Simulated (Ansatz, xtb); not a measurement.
Ligand exchange: CH2BrI + AlH3 → CH3I + AlH2Br

Species: CH2BrI (bromoiodomethane) `BrCI`, singlet; AlH3 `[AlH3]`, singlet; CH3I (methyl iodide) `CI`, singlet; AlH2Br `[AlH2][Br]`, singlet. The partners trade Br for H: C–Br and Al–H bonds give way to C–H and Al–Br.

Shapes, held fixed at every level: PBE0-D4/def2-TZVP. Programs: Ansatz 0.2.0, xtb 6.7.1. The zero-point and thermal change to 298 K, harmonic and unscaled (PBE0-D4/def2-TZVP), is +11.3 kJ/mol.

```tsv
level	kind	ΔH(298 K) (kJ/mol)	less CCSD(T)/def2-TZVPP	CPU time (sum over the molecules)
GFN1-xTB	semi-empirical	-235.5	-5.7	0.1 s
HF/def2-TZVPP	Hartree–Fock	-251.2	-21.4	–
SPW92/def2-TZVPP	LDA	-222.9	+6.9	5.3 s
r2SCAN-D4/def2-TZVPP	meta-GGA	-236.6	-6.8	18 s
BHLYP-D4/def2-TZVPP	global hybrid	-237.5	-7.7	13 s
PBE0-D4/def2-TZVPP	global hybrid	-231.5	-1.7	11 s
MP2/def2-SVP	perturbation theory	-240.8	-11.0	–
CCSD(T)/def2-SVP	coupled cluster or CI	-237.6	-7.8	10 s
CCSD(T)/def2-TZVPP	coupled cluster or CI	-229.8	0.0	87 s
```

The highest level, CCSD(T)/def2-TZVPP, gives ΔH(298 K) = -229.8 kJ/mol; the levels span -251.2 to -222.9. The column of differences is taken from that level and isn't an error. No measured value is set beside it here. For atoms past krypton def2 sets carry core potentials with scalar relativity. Relativity is left out for Br unless named. Correlated rows may include outer-core shells of Br, I, which these sets cover unevenly. Times are processor times on shared x86 and Arm servers, and rough.

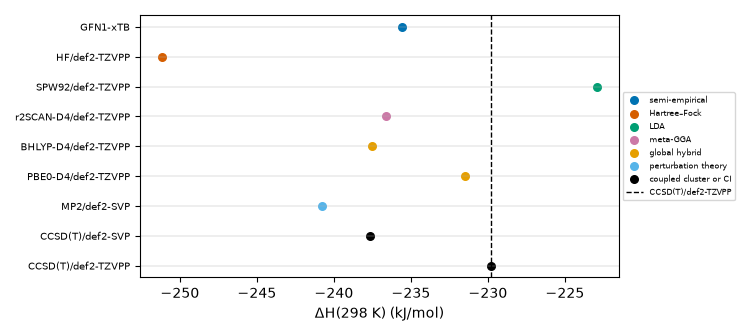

The values of the table, level by level.
